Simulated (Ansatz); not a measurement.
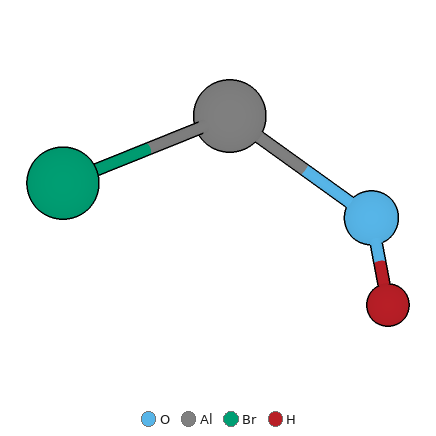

A ball-and-stick model of a molecule. Every bond is drawn as one stick, whatever its order.

The species is neutral and a spin doublet. The computed structure is the end point of a PBE0-D4/def2-TZVP optimisation. No frequency run is at hand to confirm it as a minimum.

What does the picture show?

It has 4 atoms: 1 aluminium, 1 bromine, 1 hydrogen and 1 oxygen (AlBrHO). The point group is Cs. It is an open-shell species. All atoms lie on one plane. Coordination: 1 O bent; 1 Al bent.

The parts below concern this one geometry. Atoms keep their numbers from picture to picture.

Electronic properties

No frequency run is at hand to confirm it as a minimum. Method: UKS PBE0-D4/def2-TZVPP (Ansatz 0.2.0).

Question: Estimate the HOMO energy (Kohn–Sham orbital).

Answer: −6.44 eV.

Question: What is the ⟨S²⟩ of the determinant?

Answer: 0.752.

Dipole moment

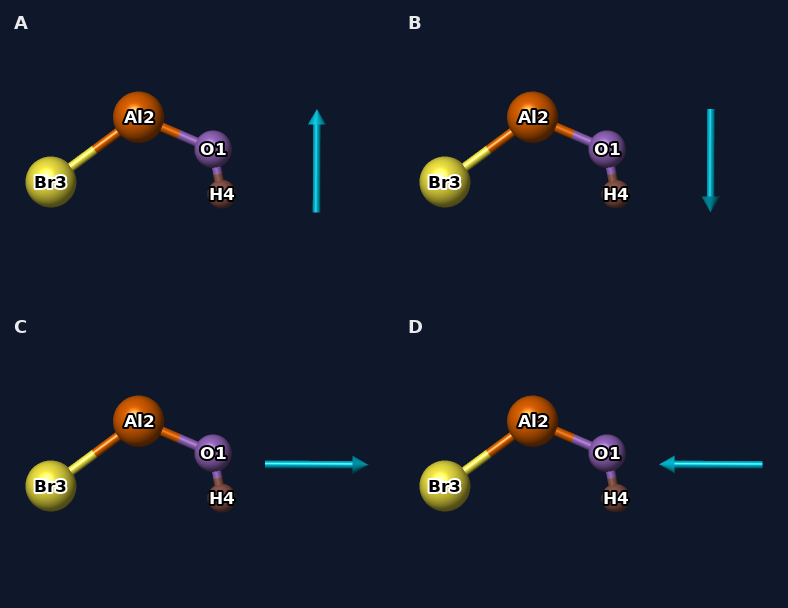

The same molecule four times, each with an arrow. No frequency run is at hand to confirm it as a minimum. Level of theory: UKS PBE0-D4/def2-TZVP (Ansatz 0.2.0).

Question: Which arrow points along the dipole moment, from the negative to the positive end?

Answer: C. The dipole moment is 0.66 D; it points from the side of Br3 to the side of H4 (the outermost atoms at the two ends).

Charges

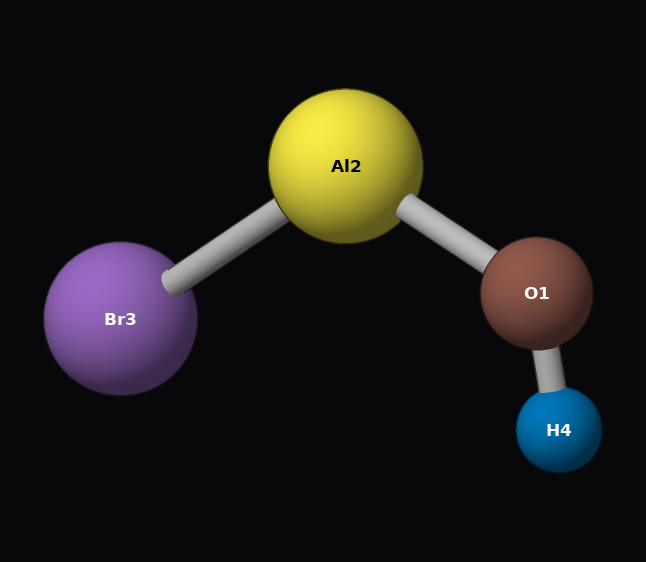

The questions are on Mulliken charges. No frequency run is at hand to confirm it as a minimum. Level of theory: UKS PBE0-D4/def2-TZVP (Ansatz 0.2.0).

List the Mulliken charges.

```
atom  value (e)
  O1      −0.53
 Al2       0.46
 Br3      −0.25
  H4       0.32
```

Mulliken values depend strongly on the basis set and can even reverse the polarity of a bond.
